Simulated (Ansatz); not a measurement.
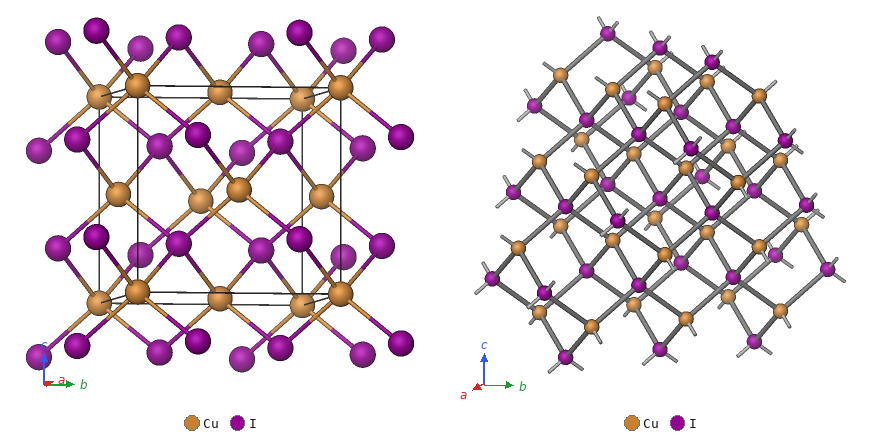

Left: the structure. Right: its underlying net. Nodes are coloured by element. Short stubs are edges that leave the cut-out.

CuI (space group F-43m, No. 216). Coordinates: the input geometry of an electronic-structure calculation (not necessarily at equilibrium); the starting structure was generated, so it need not be a known form of this composition.

Bonds are taken as Cu–I below 2.9 Å. Simplification: prune 0- and 1-connected atoms, fold 2-connected ones into links.

The result is a uninodal 4-connected, three-periodic net: Cu and I are 4-connected nodes. It is the dia net, known from diamond, zinc blende and cristobalite. It is a single net, without interpenetration.

| node | links | point symbol | coordination sequence |
| --- | --- | --- | --- |
| Cu and I | 4 | 6^6 | 4 12 24 42 64 92 124 162 |
